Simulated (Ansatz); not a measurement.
**Geometry relaxation of CH₆AlFOSi (part 1 of 2)**

- system: CH₆AlFOSi
- method: RKS PBE0-D4/def2-TZVP (Ansatz 0.2.0)

The geometry: PBE-D4/def2-SVP start. Figures and captions count atoms from 1; the log counts them from 0 in places.

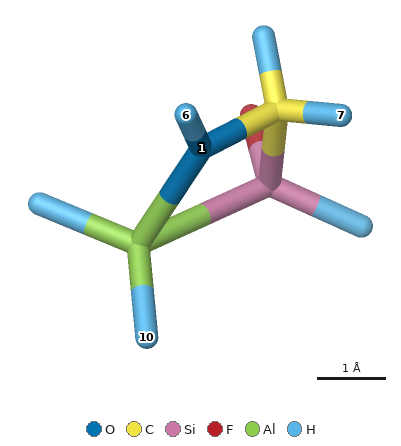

The structure as given in the input (stick view, seen at a tilt; atoms are numbered from 1 in the order of the input). Sticks mark near contacts.

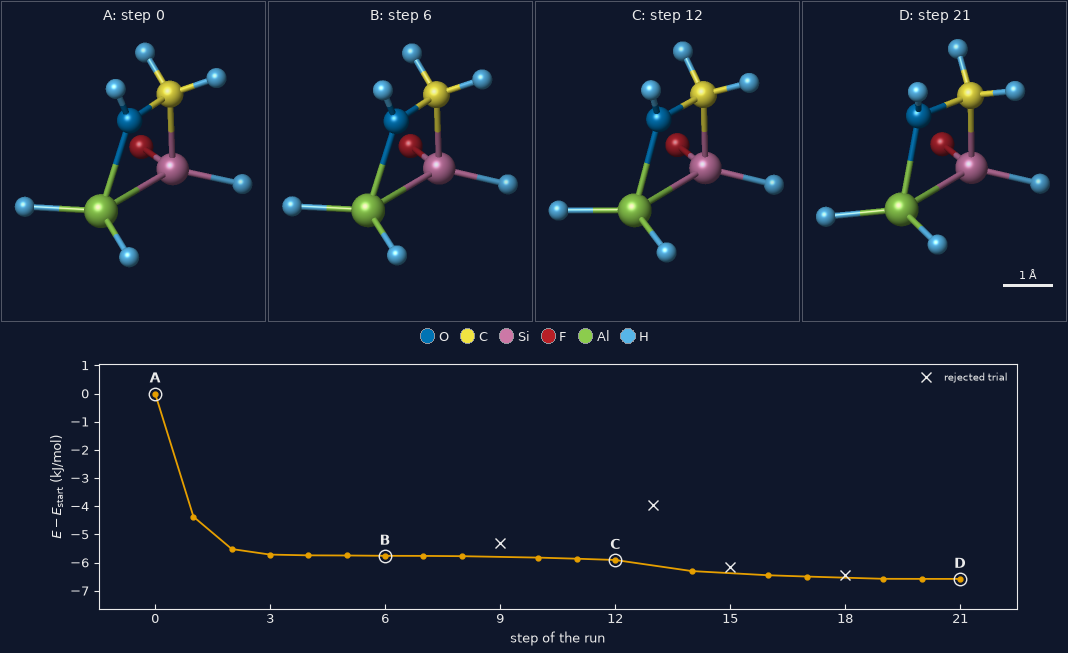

Frames of the relaxation (ball-and-stick view, seen at a tilt) above the curves, on which the letters mark them (the first geometry is step 0 here and step 1 in the log).

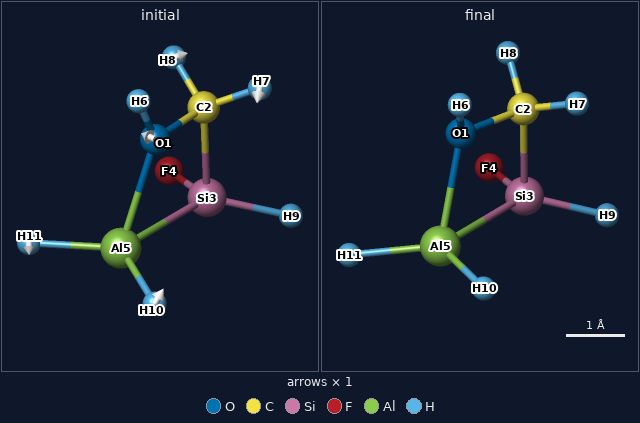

Before (left) and after (right) the relaxation, at one scale (ball-and-stick view, seen at a tilt). The white arrows give the displacements, at true length. Over 21 geometry steps the energy falls by 6.58 kJ/mol. The largest force component goes from 1.1 to 0.0029 eV/Å. The line search rejected the trial steps at points 9, 13, 15, 18 (counted from 0) and went back. The largest move after the best rigid fit is that of O1, 0.32 Å. By element the largest moves are O 0.32 Å, H 0.31 Å, Si 0.06 Å, F 0.06 Å, Al 0.04 Å, C 0.03 Å. Among the contacts that change: Si3–F4 1.657 → 1.615 Å, O1–Al5 2.031 → 2.005 Å, C2–Si3 1.954 → 1.929 Å, Si3–H9 1.510 → 1.491 Å. Among the angles that change: Si3–Al5–H11 117.7° → 123.0°, Al5–O1–H6 134.4° → 129.3°, Si3–Al5–H10 120.3° → 115.6°. (Atoms are counted from 1 in the order of the input.)

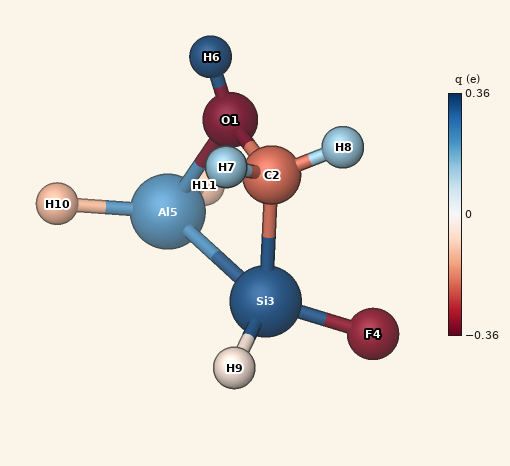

Mulliken charges, as the colour of each atom (ball-and-stick view, seen at a tilt; atoms are numbered from 1 in the order of the input). By element: O −0.35, C −0.20, Si +0.32, F −0.32, Al +0.24 and H −0.13 to +0.34 e.

These pictures come from the run below.

**Input**
```yaml
crystal:
  periodic: [false, false, false]
  atoms:
    - {symbol: O, position_ang: [0.182000, -1.098780, -0.531362]}
    - {symbol: C, position_ang: [-0.382300, -0.823131, 0.802126]}
    - {symbol: Si, position_ang: [-0.142865, 1.115816, 0.850373]}
    - {symbol: F, position_ang: [-1.644986, 1.791600, 1.030089]}
    - {symbol: Al, position_ang: [0.705280, 0.647174, -1.427592]}
    - {symbol: H, position_ang: [0.044796, -2.013797, -0.845039]}
    - {symbol: H, position_ang: [0.177517, -1.409511, 1.560783]}
    - {symbol: H, position_ang: [-1.454539, -1.112727, 0.824449]}
    - {symbol: H, position_ang: [0.607702, 1.466462, 2.113352]}
    - {symbol: H, position_ang: [2.285367, 0.548223, -1.699292]}
    - {symbol: H, position_ang: [-0.312571, 0.831671, -2.657287]}
basis:
  gaussian: {orbitals: def2-TZVP}
hamiltonian: {xc: pbe0, dispersion: d4}
relax: {f_tol: 0.005, max_steps: 150}
```

Command:
```bash
ansatz run in.yaml --threads 4 --pin off --events-out ev --progress --plain --max-ram 10444MiB
```

**The program's output**
```
Functional definition: PBE0
  name "PBE0"
  cite "Adamo & Barone, J. Chem. Phys. 110, 6158 (1999) doi:10.1063/1.478522"
  cite "Perdew, Burke & Ernzerhof, Phys. Rev. Lett. 77, 3865 (1996) doi:10.1103/PhysRevLett.77.3865"
  parent pbe
  parameter a = 0.25
  parameter kappa = 0.804
  parameter beta = 0.06672455060314922
  exchange = (1 - a)*pbe_x(kappa = kappa, mu = beta*pi^2/3) + a*exact_x
  correlation = pbe_c(beta = beta)
1298 factors; their error is unknown
mean field evaluation 1: about -20359.5712 eV, gradient 5.4e1 eV
mean field evaluation 2: about -20354.8109 eV, gradient 7.6e1 eV
mean field evaluation 4: about -20364.7766 eV, gradient 3.5e0 eV
mean field evaluation 8: about -20364.8562 eV, gradient 3.5e-2 eV
mean field evaluation 16: about -20364.8562 eV, gradient 1.6e-5 eV
mean field -20364.85619318 eV, -748.3946613042 hartree, gradient 1.6e-5 eV, S^2 0.000000; 0 other end points of the search recorded, 0 dependent functions left out
the calculation of the forces begins
reference -20364.85623008 eV, -748.3946626602 hartree; 28, 28 occupied and 175, 175 virtual orbitals, 1298 factors
relax step   1: F+E_penalty+E_count = -20365.05821787 eV  Δ(F+E_penalty+E_count) = +0.000e0 eV  max|allowed force component| = 1.051e0 eV/Å  Δτ_max = 0.0000 Å  (27 SCF iters, accepted)
these checks for a lower state are left out or cut short: starts, cluster_reference, orbital_swaps, neighbouring_geometries, increment
1298 factors; their error is unknown
mean field -20364.90114972 eV, -748.3963134266 hartree, gradient 1.4e-5 eV, S^2 0.000000; 0 other end points of the search recorded, 0 dependent functions left out
[... from here on the field's lines of each further geometry are left out, up to the last ...]
relax step   2: F+E_penalty+E_count = -20365.10353484 eV  Δ(F+E_penalty+E_count) = -4.532e-2 eV  max|allowed force component| = 6.987e-1 eV/Å  Δτ_max = 0.0456 Å  (31 SCF iters, accepted)
relax step   3: F+E_penalty+E_count = -20365.11542099 eV  Δ(F+E_penalty+E_count) = -1.189e-2 eV  max|allowed force component| = 1.889e-1 eV/Å  Δτ_max = 0.0281 Å  (31 SCF iters, accepted)
relax step   4: F+E_penalty+E_count = -20365.11746569 eV  Δ(F+E_penalty+E_count) = -2.045e-3 eV  max|allowed force component| = 5.143e-2 eV/Å  Δτ_max = 0.0221 Å  (31 SCF iters, accepted)
relax step   5: F+E_penalty+E_count = -20365.11774272 eV  Δ(F+E_penalty+E_count) = -2.770e-4 eV  max|allowed force component| = 1.657e-2 eV/Å  Δτ_max = 0.0044 Å  (33 SCF iters, accepted)
relax step   6: F+E_penalty+E_count = -20365.11779661 eV  Δ(F+E_penalty+E_count) = -5.389e-5 eV  max|allowed force component| = 2.507e-2 eV/Å  Δτ_max = 0.0088 Å  (31 SCF iters, accepted)
relax step   7: F+E_penalty+E_count = -20365.11791300 eV  Δ(F+E_penalty+E_count) = -1.164e-4 eV  max|allowed force component| = 8.207e-3 eV/Å  Δτ_max = 0.0031 Å  (32 SCF iters, accepted)
relax step   8: F+E_penalty+E_count = -20365.11794642 eV  Δ(F+E_penalty+E_count) = -3.341e-5 eV  max|allowed force component| = 7.582e-3 eV/Å  Δτ_max = 0.0050 Å  (32 SCF iters, accepted)
relax step   9: F+E_penalty+E_count = -20365.11805208 eV  Δ(F+E_penalty+E_count) = -1.057e-4 eV  max|allowed force component| = 2.472e-2 eV/Å  Δτ_max = 0.0153 Å  (31 SCF iters, accepted)
relax step  10: F+E_penalty+E_count = -20365.11326123 eV  Δ(F+E_penalty+E_count) = +4.791e-3 eV  max|allowed force component| = 7.387e-1 eV/Å  Δτ_max = 0.1190 Å  (30 SCF iters, rejected (line search))
relax step  11: F+E_penalty+E_count = -20365.11857441 eV  Δ(F+E_penalty+E_count) = -5.223e-4 eV  max|allowed force component| = 1.952e-2 eV/Å  Δτ_max = 0.0383 Å  (30 SCF iters, accepted)
relax step  12: F+E_penalty+E_count = -20365.11898040 eV  Δ(F+E_penalty+E_count) = -4.060e-4 eV  max|allowed force component| = 1.736e-1 eV/Å  Δτ_max = 0.0416 Å  (30 SCF iters, accepted)
relax step  13: F+E_penalty+E_count = -20365.11944745 eV  Δ(F+E_penalty+E_count) = -4.671e-4 eV  max|allowed force component| = 1.825e-1 eV/Å  Δτ_max = 0.0151 Å  (31 SCF iters, accepted)
relax step  14: F+E_penalty+E_count = -20365.09911646 eV  Δ(F+E_penalty+E_count) = +2.033e-2 eV  max|allowed force component| = 1.293e0 eV/Å  Δτ_max = 0.1800 Å  (36 SCF iters, rejected (line search))
relax step  15: F+E_penalty+E_count = -20365.12352434 eV  Δ(F+E_penalty+E_count) = -4.077e-3 eV  max|allowed force component| = 6.610e-2 eV/Å  Δτ_max = 0.0900 Å  (30 SCF iters, accepted)
relax step  16: F+E_penalty+E_count = -20365.12185393 eV  Δ(F+E_penalty+E_count) = +1.670e-3 eV  max|allowed force component| = 5.440e-1 eV/Å  Δτ_max = 0.0981 Å  (30 SCF iters, rejected (line search))
relax step  17: F+E_penalty+E_count = -20365.12506983 eV  Δ(F+E_penalty+E_count) = -1.545e-3 eV  max|allowed force component| = 5.489e-2 eV/Å  Δτ_max = 0.0491 Å  (30 SCF iters, accepted)
relax step  18: F+E_penalty+E_count = -20365.12554245 eV  Δ(F+E_penalty+E_count) = -4.726e-4 eV  max|allowed force component| = 1.289e-1 eV/Å  Δτ_max = 0.0488 Å  (30 SCF iters, accepted)
relax step  19: F+E_penalty+E_count = -20365.12500907 eV  Δ(F+E_penalty+E_count) = +5.334e-4 eV  max|allowed force component| = 8.640e-2 eV/Å  Δτ_max = 0.0281 Å  (31 SCF iters, rejected (line search))
relax step  20: F+E_penalty+E_count = -20365.12637357 eV  Δ(F+E_penalty+E_count) = -8.311e-4 eV  max|allowed force component| = 1.345e-2 eV/Å  Δτ_max = 0.0109 Å  (32 SCF iters, accepted)
relax step  21: F+E_penalty+E_count = -20365.12640088 eV  Δ(F+E_penalty+E_count) = -2.731e-5 eV  max|allowed force component| = 5.710e-3 eV/Å  Δτ_max = 0.0052 Å  (32 SCF iters, accepted)
the calculation of the forces begins
reference -20364.92283310 eV, -748.3971102759 hartree; 28, 28 occupied and 175, 175 virtual orbitals, 1298 factors
relax step  22: F+E_penalty+E_count = -20365.12641147 eV  Δ(F+E_penalty+E_count) = -1.059e-5 eV  max|allowed force component| = 2.942e-3 eV/Å  Δτ_max = 0.0048 Å  (32 SCF iters, accepted)
1298 factors; their error is unknown
mean field -20364.92279667 eV, -748.3971089370 hartree, gradient 7.3e-5 eV, S^2 0.000000; 1 other end points of the search recorded, 0 dependent functions left out
the calculation of the forces begins
reference -20364.92283310 eV, -748.3971102759 hartree; 28, 28 occupied and 175, 175 virtual orbitals, 1298 factors
Total energy: -20365.12644791 eV, -748.4045929820 hartree
Atom 0 at    -0.117637    -1.039027    -0.637787 Å, force     0.001035    -0.000793     0.001010 eV/Å
Atom 1 at    -0.370832    -0.799055     0.790174 Å, force     0.001220    -0.001905    -0.000890 eV/Å
Atom 2 at    -0.202393     1.122061     0.834562 Å, force    -0.002103    -0.000986     0.001635 eV/Å
Atom 3 at    -1.676037     1.747059     1.047338 Å, force     0.001172     0.000519    -0.000826 eV/Å
Atom 4 at     0.666603     0.633417    -1.416888 Å, force    -0.001317     0.002942    -0.000418 eV/Å
Atom 5 at     0.084850    -1.958019    -0.838986 Å, force    -0.001717     0.000209     0.000256 eV/Å
Atom 6 at     0.400291    -1.305229     1.376378 Å, force    -0.000021     0.000527     0.000210 eV/Å
Atom 7 at    -1.352624    -1.204917     1.042575 Å, force     0.001321     0.001096    -0.000689 eV/Å
Atom 8 at     0.552006     1.482616     2.068532 Å, force    -0.000089     0.000038     0.000484 eV/Å
Atom 9 at     2.229916     0.321272    -1.499703 Å, force    -0.000291    -0.000833     0.000044 eV/Å
Atom 10 at    -0.148743     0.942823    -2.745595 Å, force     0.000791    -0.000813    -0.000817 eV/Å
Dipole moment:     0.072420    -0.811406     0.239355 e Å
```

**Trajectory as extended XYZ (Å, eV, eV/Å), 19 of the 22 frames kept, from step=1 to step=22**
```
11
Properties=species:S:1:pos:R:3:forces:R:3 step=1 energy=-20365.05822
O     0.1820   -1.0988   -0.5314   -0.1614  -0.4622  -0.0281
C    -0.3823   -0.8231    0.8021   -0.1861  -0.1090   0.2438
Si   -0.1429    1.1158    0.8504   -0.8127   0.1363   0.2335
F    -1.6450    1.7916    1.0301    1.0509  -0.4898  -0.0647
Al    0.7053    0.6472   -1.4276   -0.0125  -0.0814  -0.0228
H     0.0448   -2.0138   -0.8450    0.0877   0.7039   0.2569
H     0.1775   -1.4095    1.5608   -0.2649   0.3004  -0.4480
H    -1.4545   -1.1127    0.8244    0.5672   0.1108  -0.0696
H     0.6077    1.4665    2.1134   -0.2087  -0.0520  -0.2794
H     2.2854    0.5482   -1.6993   -0.1925  -0.0128   0.0353
H    -0.3126    0.8317   -2.6573    0.1331  -0.0442   0.1430
11
Properties=species:S:1:pos:R:3:forces:R:3 step=2 energy=-20365.10353
O     0.1805   -1.0845   -0.5275   -0.0253  -0.0928  -0.0503
C    -0.3863   -0.8118    0.7990   -0.0072  -0.0160   0.0180
Si   -0.1449    1.1124    0.8422   -0.6987   0.1398   0.2716
F    -1.6349    1.7641    1.0650    0.6629  -0.2628  -0.1296
Al    0.7043    0.6501   -1.4229   -0.0365  -0.1269  -0.0004
H     0.0435   -1.9887   -0.8372    0.0307   0.1891   0.0548
H     0.1725   -1.3932    1.5427   -0.0819   0.0964  -0.1099
H    -1.4426   -1.1113    0.8107    0.1683   0.0662  -0.0017
H     0.5990    1.4651    2.0897   -0.0096  -0.0065  -0.0802
H     2.2704    0.5290   -1.6890   -0.0186   0.0100   0.0174
H    -0.2962    0.8120   -2.6522    0.0160   0.0034   0.0103
11
Properties=species:S:1:pos:R:3:forces:R:3 step=3 energy=-20365.11542
O     0.1809   -1.0831   -0.5280    0.0206   0.1431   0.0058
C    -0.3843   -0.8118    0.7966    0.0536   0.0219  -0.0238
Si   -0.1469    1.1020    0.8536   -0.1889   0.1293  -0.0880
F    -1.6134    1.7634    1.0469    0.1113  -0.0656   0.0154
Al    0.6927    0.6438   -1.4183    0.0131  -0.0426   0.0789
H     0.0437   -1.9808   -0.8381   -0.0175  -0.1025  -0.0374
H     0.1708   -1.3910    1.5341    0.0328  -0.0429   0.0537
H    -1.4337   -1.1076    0.8065   -0.0792  -0.0159   0.0095
H     0.5982    1.4689    2.0880    0.0331  -0.0228   0.0395
H     2.2575    0.5327   -1.6715    0.0425  -0.0045  -0.0243
H    -0.3001    0.8065   -2.6491   -0.0213   0.0025  -0.0292
11
Properties=species:S:1:pos:R:3:forces:R:3 step=5 energy=-20365.11774
O     0.1774   -1.0785   -0.5305   -0.0011   0.0118  -0.0054
C    -0.3847   -0.8081    0.7961   -0.0015  -0.0038   0.0047
Si   -0.1578    1.1091    0.8484    0.0024   0.0072   0.0041
F    -1.6208    1.7585    1.0647   -0.0045   0.0046  -0.0010
Al    0.6966    0.6408   -1.4171   -0.0105  -0.0166   0.0033
H     0.0424   -1.9788   -0.8406    0.0042   0.0025  -0.0034
H     0.1755   -1.3850    1.5346   -0.0004   0.0002  -0.0011
H    -1.4354   -1.1081    0.8106    0.0017  -0.0042  -0.0013
H     0.6010    1.4619    2.0822    0.0060  -0.0025  -0.0015
H     2.2642    0.5285   -1.6732    0.0006   0.0018   0.0046
H    -0.2928    0.8027   -2.6547    0.0030  -0.0011  -0.0030
```
